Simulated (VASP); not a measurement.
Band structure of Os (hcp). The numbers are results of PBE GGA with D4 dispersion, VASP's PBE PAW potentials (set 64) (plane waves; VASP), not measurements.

Unless said otherwise, spin-orbit coupling is left out, though it shifts the bands of the heavy elements here.

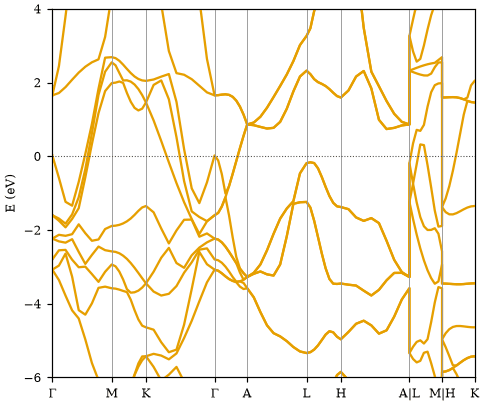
Bands along high-symmetry lines, zero at the valence-band maximum or, without a gap, the Fermi level

Read the plot: is there a gap, and where are the band edges?

It has no gap at this level: it comes out as a metal or semimetal. (Edges off the drawn lines would not show.)

The compound is Os in the hcp structure. It was relaxed first.
